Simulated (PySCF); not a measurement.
# C5H6Cl2O: circular dichroism and optical rotation, excited states, first hyperpolarisability

Aim: compute the circular dichroism and optical rotation, excited states, first hyperpolarisability of C5H6Cl2O (`C=C(Cl)/C(Cl)=C/OC`).

Programs: PySCF 2.14.0, with routines of our own; each step states its level. All values are computed. Atoms count from 0.

## Step 1: The starting structure

14 atoms, charge 0, multiplicity 1; geometry from: GFN2-xTB.

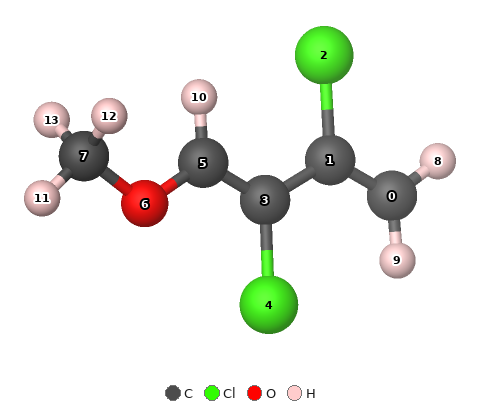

The starting geometry (carbon dark grey, chlorine green, oxygen red, hydrogen pink).

## Step 2: Optimising the geometry at PBE0-D3(BJ)/def2-SVP

Job settings and geometry (Å):

```
{"job": {"xc": "PBE0", "basis": "def2-SVP", "d3": "d3bj", "grid": 2, "kind": "geom"}, "charge": 0, "multiplicity": 1}
C      3.024481    -0.605620     0.582149
C      1.909858     0.047834     0.271458
Cl     2.005973     1.746343    -0.078708
C      0.577089    -0.514039     0.191519
Cl     0.437358    -2.206714     0.537862
C     -0.535901     0.166979    -0.122980
O     -1.744755    -0.417447    -0.177233
C     -2.823746     0.426361    -0.512124
H      3.974950    -0.106269     0.618521
H      2.999753    -1.656620     0.803584
H     -0.481385     1.226449    -0.344199
H     -3.712500    -0.201532    -0.511019
H     -2.943276     1.227362     0.224003
H     -2.688579     0.866441    -1.504999
```

The run is started by

```console
$ OMP_NUM_THREADS=1 python excited_run.py task.json out
```

This one command runs all jobs of the session in turn.

The program printed:

```text
step   0  E = -1188.62064797  max force = 0.016945
step   1  E = -1188.62179172  max force = 0.002610
step   2  E = -1188.62180809  max force = 0.000609
step   3  E = -1188.62180039  max force = 0.001323
step   4  E = -1188.62181205  max force = 0.000389
optimisation converged
```

Run time: 48 s. Hardware: 1 thread of Arm Neoverse V1, shared host; peak memory 0.74 GiB.

Along the way:

```tsv
step	energy from step 0 (eV)	largest force component (eV/Å)
0	0.0000	0.8713
1	-0.0311	0.1342
2	-0.0316	0.0313
3	-0.0314	0.0680
4	-0.0317	0.0200
```

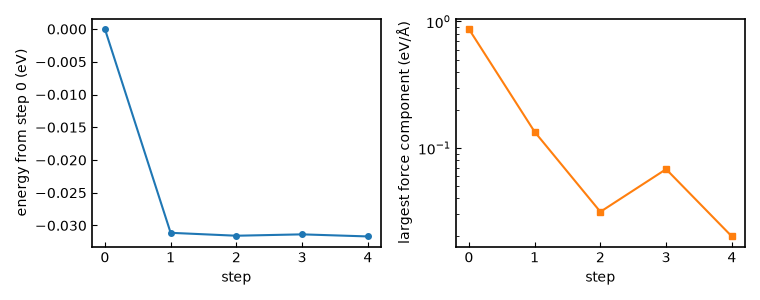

Energy and largest force along the relaxation.

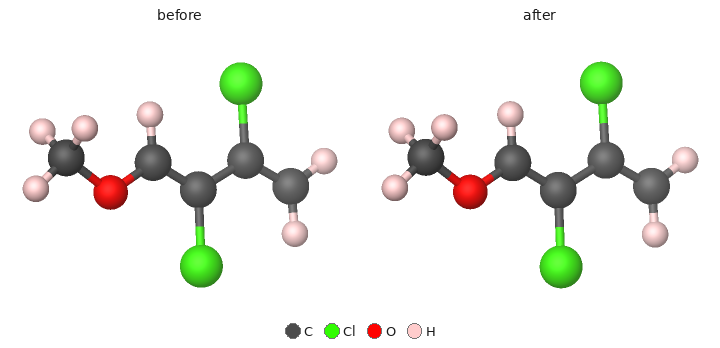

Before and after, at one scale.

Close pairs (by a distance rule), those that changed most:

```tsv
bond	before (Å)	after (Å)	change (Å)
C0–H9	1.074	1.090	+0.016
C0–H8	1.074	1.090	+0.015
C5–O6	1.344	1.330	-0.014
C1–C3	1.449	1.461	+0.012
C1–Cl2	1.737	1.748	+0.011
C5–H10	1.084	1.094	+0.010
C0–C1	1.329	1.338	+0.009
C7–H13	1.094	1.103	+0.009
```

The final coordinates are the input of the step that follows.

```tsv
at the end point	value
point group (found at 0.08 Å tolerance)	Cs
rotational constants (GHz, main isotopes)	1.724, 1.027, 0.647
dipole moment (D)	2.49
```

## Step 3: Circular dichroism and optical rotation: TDDFT CAM-B3LYP/aug-cc-pVDZ

Job settings and geometry (Å):

```
{"job": {"kind": "ecd", "xc": "CAM-B3LYP", "basis": "aug-cc-pVDZ", "nstates": 12}, "charge": 0, "multiplicity": 1}
C      2.838162    -0.245106     0.660496
C      1.714319     0.409738     0.345280
Cl     1.808236     2.120341    -0.002920
C      0.376281    -0.170012     0.259275
Cl     0.236399    -1.863425     0.597929
C     -0.739257     0.518372    -0.061394
O     -1.939955    -0.050514    -0.127165
C     -3.012964     0.793313    -0.468046
H      3.794189     0.276209     0.699834
H      2.798225    -1.311818     0.880512
H     -0.665219     1.588371    -0.277685
H     -3.917442     0.173281    -0.472923
H     -3.138468     1.603581     0.270192
H     -2.875856     1.234225    -1.470109
```

Method: TDDFT CAM-B3LYP/aug-cc-pVDZ circular dichroism and optical rotation, one conformer, gas phase.

The program printed:

```text
coarse grid: 13488 points
cycle   1  E = -1189.5316992487  dE =  1.382e+00  |g| = 5.995e-01  |ddm| = 1.707e+01
cycle   2  E = -1189.4736768287  dE =  5.802e-02  |g| = 8.310e-01  |ddm| = 3.810e+00
cycle   3  E = -1189.6136110956  dE = -1.399e-01  |g| = 8.004e-02  |ddm| = 2.127e+00
cycle   4  E = -1189.6148608244  dE = -1.250e-03  |g| = 3.990e-02  |ddm| = 3.526e-01
cycle   5  E = -1189.6152485558  dE = -3.877e-04  |g| = 1.323e-02  |ddm| = 1.782e-01
cycle   6  E = -1189.6152943999  dE = -4.584e-05  |g| = 2.465e-03  |ddm| = 6.799e-02
cycle   7  E = -1189.6152963969  dE = -1.997e-06  |g| = 1.039e-03  |ddm| = 1.256e-02
final grid: 122976 points
cycle   8  E = -1189.6414379873  dE = -1.542e-05  |g| = 2.921e-03  |ddm| = 3.238e-01
cycle   9  E = -1189.6414379694  dE =  1.788e-08  |g| = 2.990e-03  |ddm| = 2.821e-02
cycle  10  E = -1189.6414402374  dE = -2.268e-06  |g| = 5.227e-04  |ddm| = 1.235e-02
cycle  11  E = -1189.6414403006  dE = -6.320e-08  |g| = 1.326e-04  |ddm| = 1.628e-03
cycle  12  E = -1189.6414403055  dE = -4.842e-09  |g| = 5.314e-05  |ddm| = 7.483e-04
cycle  13  E = -1189.6414403060  dE = -5.691e-10  |g| = 1.444e-05  |ddm| = 1.431e-04
converged SCF energy = -1189.6414403060

Singlet excitations and rotatory strengths (1e-40 esu^2 cm^2)
state   eV       nm     f(len)   f(vel)    R(len)    R(vel)   main configurations
  1   5.0994   243.1  0.59448  0.57777     0.572     0.564   H->L 0.97
  2   5.3945   229.8  0.00041  0.00021    -0.189    -0.190   H->L+4 0.25, H->L+1 0.24, H->L+7 0.18
  3   5.6636   218.9  0.00161  0.00150     0.080     0.080   H->L+1 0.43, H->L+3 0.14, H->L+6 0.12
  4   6.1667   201.1  0.02129  0.02138     0.092     0.092   H->L+2 0.72, H->L+1 0.17
  5   6.1822   200.6  0.03450  0.03382    -0.119    -0.118   H-1->L 0.96
  6   6.3471   195.3  0.00045  0.00044     0.070     0.068   H->L+4 0.22, H->L+8 0.17, H-1->L+7 0.08
  7   6.4838   191.2  0.00714  0.00745    -0.004    -0.005   H->L+3 0.54, H->L+8 0.13, H->L+6 0.09
  8   6.6494   186.5  0.02042  0.01937    -0.100    -0.112   H->L+5 0.79, H->L+10 0.09, H->L+12 0.08
  9   6.6938   185.2  0.00400  0.00306     0.002     0.007   H->L+8 0.21, H->L+6 0.18, H->L+4 0.18
 10   6.7431   183.9  0.00016  0.00018    -0.004    -0.004   H-2->L 0.94
 11   6.9110   179.4  0.00159  0.00155     0.007     0.007   H->L+7 0.26, H-1->L+3 0.17, H->L+4 0.12
 12   7.0693   175.4  0.00053  0.00060    -0.038    -0.034   H->L+6 0.27, H->L+9 0.18, H->L+8 0.14

Specific rotation (deg / (dm g/mL))
    nm     length   length(OI)   velocity    alpha(len)  alpha(vel)
  633.0       3.02       3.02       2.95      106.889    105.727
  589.3       3.62       3.62       3.53      107.729    106.549
  546.0       4.43       4.43       4.32      108.815    107.612
  436.0       8.56       8.57       8.36      113.821    112.509
  405.0      10.97      10.99      10.72      116.434    115.064
  365.0      16.27      16.29      15.90      121.656    120.164
  355.0      18.29      18.31      17.87      123.505    121.970
```

Wall time 2.1 min (1 thread of Arm Neoverse V1, shared host); peak memory 1.1 GiB.

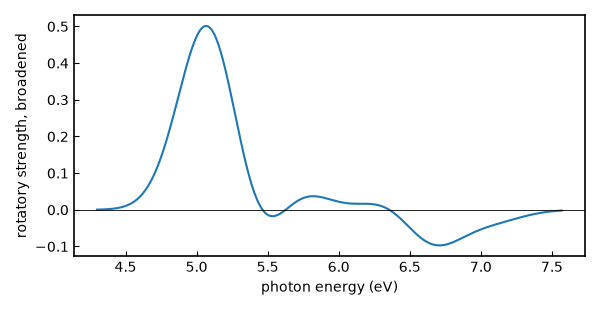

Circular dichroism: velocity-form rotatory strengths under Gaussians of 0.3 eV half-width at 1/e.

## Step 4: Excited states: TDA CAM-B3LYP/def2-TZVP

The job, as its differences from that of step 3:

```diff
@@ -1,2 +1,2 @@
-{"job": {"kind": "ecd", "xc": "CAM-B3LYP", "basis": "aug-cc-pVDZ", "nstates": 12}, "charge": 0, "multiplicity": 1}
+{"job": {"kind": "states", "xc": "CAM-B3LYP", "basis": "def2-TZVP", "tda": true, "soc": true, "nstates": 6, "ntriplets": 5, "nquad": 4}, "charge": 0, "multiplicity": 1}
 C      2.838162    -0.245106     0.660496
```

With the program's defaults for keys left out, this is: TDA CAM-B3LYP/def2-TZVP excited states, vertical, gas phase, spin-orbit mean-field couplings.

The program printed:

```text
coarse grid: 13488 points
cycle   1  E = -1189.6553149563  dE =  1.322e+00  |g| = 6.372e-01  |ddm| = 3.063e+00
cycle   2  E = -1189.5943520784  dE =  6.096e-02  |g| = 8.796e-01  |ddm| = 1.454e+00
cycle   3  E = -1189.7396320770  dE = -1.453e-01  |g| = 8.818e-02  |ddm| = 9.072e-01
cycle   4  E = -1189.7410472217  dE = -1.415e-03  |g| = 4.477e-02  |ddm| = 1.241e-01
cycle   5  E = -1189.7415009453  dE = -4.537e-04  |g| = 1.415e-02  |ddm| = 4.876e-02
cycle   6  E = -1189.7415504185  dE = -4.947e-05  |g| = 3.193e-03  |ddm| = 1.723e-02
cycle   7  E = -1189.7415530667  dE = -2.648e-06  |g| = 1.064e-03  |ddm| = 4.867e-03
final grid: 122976 points
cycle   8  E = -1189.7330041624  dE = -3.586e-05  |g| = 4.135e-03  |ddm| = 5.192e-02
cycle   9  E = -1189.7330042218  dE = -5.936e-08  |g| = 3.806e-03  |ddm| = 6.383e-03
cycle  10  E = -1189.7330071698  dE = -2.948e-06  |g| = 8.141e-04  |ddm| = 3.268e-03
cycle  11  E = -1189.7330073015  dE = -1.318e-07  |g| = 2.406e-04  |ddm| = 9.072e-04
cycle  12  E = -1189.7330073152  dE = -1.364e-08  |g| = 5.274e-05  |ddm| = 2.670e-04
cycle  13  E = -1189.7330073158  dE = -6.166e-10  |g| = 1.865e-05  |ddm| = 9.031e-05
converged SCF energy = -1189.7330073158

Singlet excitations
state   eV       nm        f     d(h-e)  d(exc)  Lambda  PR(NTO)  |dmu|/D   mu/D   main configurations
  1   5.5572   223.1   0.83438   1.096   3.197   0.802   1.101    3.096    4.824   H->L 0.90
  2   5.6185   220.7   0.00149   0.272   3.006   0.469   1.058    0.988    3.215   H->L+1 0.91
  3   6.4024   193.7   0.00192   0.775   3.105   0.411   1.502    2.217    1.596   H->L+2 0.46, H->L+4 0.28, H-1->L+1 0.19
  4   6.4125   193.3   0.12683   1.017   3.241   0.668   1.127    2.762    2.742   H-1->L 0.89
  5   6.7690   183.2   0.00032   0.093   3.118   0.310   1.031                     H-2->L 0.96
  6   7.0274   176.4   0.00651   0.965   3.452   0.439   1.891                     H-1->L+1 0.38, H->L+2 0.33, H-1->L+2 0.13

Triplet excitations (Tamm-Dancoff)
state   eV     d(h-e)  d(exc)  Lambda  PR(NTO)   main configurations
  1   2.9523   0.177   2.742   0.810   1.099   H->L 0.92
  2   4.5020   0.113   2.374   0.683   1.723   H-1->L 0.63, H->L+3 0.26
  3   5.2728   0.265   2.878   0.471   1.082   H->L+1 0.85
  4   5.9445   0.502   2.697   0.461   1.571   H-1->L+1 0.40, H->L+2 0.22, H->L+4 0.20
  5   6.4494   0.869   3.344   0.721   1.600   H->L+3 0.64, H-1->L 0.29
S1 - T1 = 2.6048 eV

Spin-orbit couplings |<S|Hso|T>| (cm-1)
             T1       T2       T3       T4       T5
S0        0.115    0.957   73.487  195.821    0.531
S1        0.199    0.032   17.718    7.545    0.048
S2       23.075    3.994    0.320    3.429    3.250
S3        3.876   22.415    6.820    0.468   11.763
S4        0.054    0.249    5.892    9.098    0.157
S5       64.853   12.740    1.514    0.705    8.824
S6        1.951   18.219    6.845    1.623    9.468
T1 sublevels (cm-1): 0.000 0.135 0.136   radiative rates (1/s): 0.211 0.899 0.00481
```

Run time: 72 s. Hardware: 1 thread of Arm Neoverse V1, shared host; peak memory 1.2 GiB.

In short:

```tsv
quantity	value
S1 less T1	2.60 eV
```

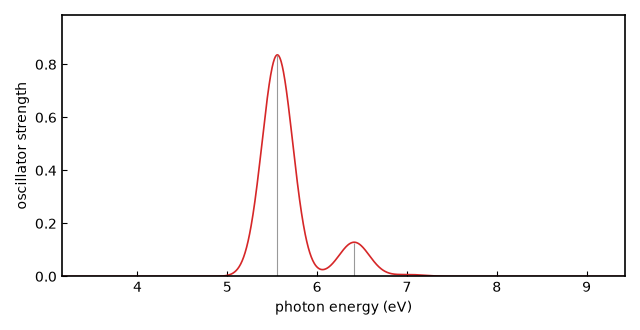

Absorption lines of the singlets. Lines are broadened to a width of 0.40 eV (Gaussian).

## Step 5: Excited states: TDDFT CAM-B3LYP/aug-cc-pVDZ

The job, as its differences from that of step 4:

```diff
@@ -1,2 +1,2 @@
-{"job": {"kind": "states", "xc": "CAM-B3LYP", "basis": "def2-TZVP", "tda": true, "soc": true, "nstates": 6, "ntriplets": 5, "nquad": 4}, "charge": 0, "multiplicity": 1}
+{"job": {"kind": "states", "xc": "CAM-B3LYP", "basis": "aug-cc-pVDZ", "tpa": true, "nstates": 8, "nquad": 6, "ntriplets": 0}, "charge": 0, "multiplicity": 1}
 C      2.838162    -0.245106     0.660496
```

Method: TDDFT CAM-B3LYP/aug-cc-pVDZ excited states, vertical, gas phase, two-photon moments by quadratic response.

The program printed:

```text
coarse grid: 13488 points
cycle   1  E = -1189.5316992487  dE =  1.382e+00  |g| = 5.995e-01  |ddm| = 1.707e+01
cycle   2  E = -1189.4736768287  dE =  5.802e-02  |g| = 8.310e-01  |ddm| = 3.810e+00
cycle   3  E = -1189.6136110956  dE = -1.399e-01  |g| = 8.004e-02  |ddm| = 2.127e+00
cycle   4  E = -1189.6148608244  dE = -1.250e-03  |g| = 3.990e-02  |ddm| = 3.526e-01
cycle   5  E = -1189.6152485558  dE = -3.877e-04  |g| = 1.323e-02  |ddm| = 1.782e-01
cycle   6  E = -1189.6152943999  dE = -4.584e-05  |g| = 2.465e-03  |ddm| = 6.799e-02
cycle   7  E = -1189.6152963969  dE = -1.997e-06  |g| = 1.039e-03  |ddm| = 1.256e-02
final grid: 122976 points
cycle   8  E = -1189.6414379873  dE = -1.542e-05  |g| = 2.921e-03  |ddm| = 3.238e-01
cycle   9  E = -1189.6414379694  dE =  1.788e-08  |g| = 2.990e-03  |ddm| = 2.821e-02
cycle  10  E = -1189.6414402374  dE = -2.268e-06  |g| = 5.227e-04  |ddm| = 1.235e-02
cycle  11  E = -1189.6414403006  dE = -6.320e-08  |g| = 1.326e-04  |ddm| = 1.628e-03
cycle  12  E = -1189.6414403055  dE = -4.842e-09  |g| = 5.314e-05  |ddm| = 7.483e-04
cycle  13  E = -1189.6414403060  dE = -5.691e-10  |g| = 1.444e-05  |ddm| = 1.431e-04
converged SCF energy = -1189.6414403060

Singlet excitations
state   eV       nm        f     d(h-e)  d(exc)  Lambda  PR(NTO)  |dmu|/D   mu/D   delta(TPA)   sigma/GM   main configurations
  1   5.0997   243.1   0.59461   0.897   3.344   0.767   1.146    2.648    4.372      274.88      2.619   H->L 0.97
  2   5.3947   229.8   0.00041   0.351   3.634   0.269   1.040    1.669    2.470       90.06      0.960   H->L+4 0.25, H->L+1 0.24, H->L+7 0.18
  3   5.6638   218.9   0.00161   1.466   4.263   0.239   1.050    5.517    4.003      175.01      2.057   H->L+1 0.43, H->L+3 0.14, H->L+6 0.12
  4   6.1667   201.1   0.02129   0.336   5.374   0.239   1.075    1.193    1.221       26.87      0.374   H->L+2 0.72, H->L+1 0.17
  5   6.1823   200.5   0.03451   0.593   3.268   0.618   1.089    1.537    2.417      384.08      5.378   H-1->L 0.96
  6   6.3473   195.3   0.00045   0.505   4.092   0.306   1.488    1.854    2.900       80.74      1.192   H->L+4 0.22, H->L+8 0.17, H-1->L+7 0.08
  7   6.4838   191.2   0.00714   1.220   4.886   0.255   1.113                                            H->L+3 0.54, H->L+8 0.13, H->L+6 0.09
  8   6.6495   186.5   0.02044   2.169   4.940   0.316   1.047                                            H->L+5 0.79, H->L+10 0.09, H->L+12 0.08
```

Run time: 69 s. Hardware: 1 thread of Arm Neoverse V1, shared host; peak memory 1.1 GiB.

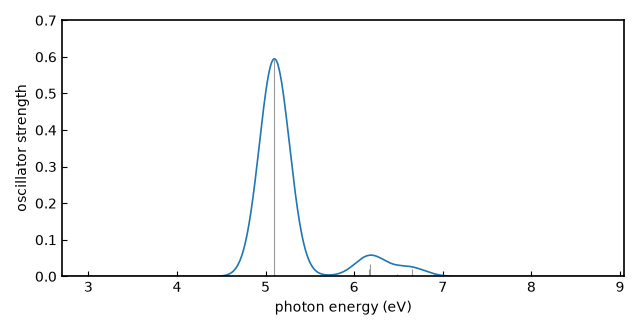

Absorption lines of the singlets. Lines are broadened to a width of 0.40 eV (Gaussian).

## Step 6: First hyperpolarisability: quadratic response CAM-B3LYP/aug-cc-pVDZ

The job, as its differences from that of step 5:

```diff
@@ -1,2 +1,2 @@
-{"job": {"kind": "states", "xc": "CAM-B3LYP", "basis": "aug-cc-pVDZ", "tpa": true, "nstates": 8, "nquad": 6, "ntriplets": 0}, "charge": 0, "multiplicity": 1}
+{"job": {"kind": "beta", "xc": "CAM-B3LYP", "basis": "aug-cc-pVDZ"}, "charge": 0, "multiplicity": 1}
 C      2.838162    -0.245106     0.660496
```

Level: quadratic response CAM-B3LYP/aug-cc-pVDZ first hyperpolarisability, Taylor convention, gas phase.

The program printed:

```text
coarse grid: 13488 points
cycle   1  E = -1189.5316992487  dE =  1.382e+00  |g| = 5.995e-01  |ddm| = 1.707e+01
cycle   2  E = -1189.4736768287  dE =  5.802e-02  |g| = 8.310e-01  |ddm| = 3.810e+00
cycle   3  E = -1189.6136110956  dE = -1.399e-01  |g| = 8.004e-02  |ddm| = 2.127e+00
cycle   4  E = -1189.6148608244  dE = -1.250e-03  |g| = 3.990e-02  |ddm| = 3.526e-01
cycle   5  E = -1189.6152485558  dE = -3.877e-04  |g| = 1.323e-02  |ddm| = 1.782e-01
cycle   6  E = -1189.6152943999  dE = -4.584e-05  |g| = 2.465e-03  |ddm| = 6.799e-02
cycle   7  E = -1189.6152963969  dE = -1.997e-06  |g| = 1.039e-03  |ddm| = 1.256e-02
final grid: 122976 points
cycle   8  E = -1189.6414379873  dE = -1.542e-05  |g| = 2.921e-03  |ddm| = 3.238e-01
cycle   9  E = -1189.6414379694  dE =  1.788e-08  |g| = 2.990e-03  |ddm| = 2.821e-02
cycle  10  E = -1189.6414402374  dE = -2.268e-06  |g| = 5.227e-04  |ddm| = 1.235e-02
cycle  11  E = -1189.6414403006  dE = -6.320e-08  |g| = 1.326e-04  |ddm| = 1.628e-03
cycle  12  E = -1189.6414403055  dE = -4.842e-09  |g| = 5.314e-05  |ddm| = 7.483e-04
cycle  13  E = -1189.6414403060  dE = -5.691e-10  |g| = 1.444e-05  |ddm| = 1.431e-04
converged SCF energy = -1189.6414403060

Lowest singlets (eV, f): 5.0997 0.5946  5.3947 0.0004  5.6638 0.0016

First hyperpolarisability (au)
process     nm      |vector|   parallel      HRS      DR
static         -      482.39     173.74     204.39   4.644
shg       1907.0      528.29     193.92      223.8    4.67
eope      1907.0      496.95     180.12          -       -
shg       1064.0      659.32     252.18     279.42   4.703
eope      1064.0      531.79     195.47          -       -
```

Run time: 53 s. Hardware: 1 thread of Arm Neoverse V1, shared host; peak memory 1 GiB.

## Step 7: What came out

| quantity | value |
| --- | --- |
| point group | Cs |
| rotational constants (main isotopes) | 1.72, 1.03, 0.65 GHz |
| state of largest rotatory strength (velocity form) among 12 (step 3, TDDFT CAM-B3LYP/aug-cc-pVDZ) | 5.10 eV, R = +0.6 (velocity), +0.6 (length) ·10⁻⁴⁰ esu² cm² |
| specific rotation at 633.0 nm (step 3, TDDFT CAM-B3LYP/aug-cc-pVDZ) | 3.0 (velocity), 3.0 (length) |
| S1 less T1 (step 4, TDA CAM-B3LYP/def2-TZVP) | 2.60 eV |
| β vector (step 6, quadratic response CAM-B3LYP/aug-cc-pVDZ) | static 482, SHG 1907.0 nm 528, SHG 1064.0 nm 659 au |

What this shows: Relaxing lowered the energy by 0.032 eV in 4 steps; the close pair that moved most is C0–H9, from 1.074 to 1.090 Å. The geometry is achiral, so these rotations and rotatory strengths are numerical residue. In step 4, the number of triplets below S1 is 3, and the largest singlet-triplet spin-orbit coupling is S0–T4, 195.82 cm⁻¹. β grows from 482 au (static) to 659 au for doubling at 1064.0 nm: normal dispersion, which grows as twice the photon energy moves toward the bright states.
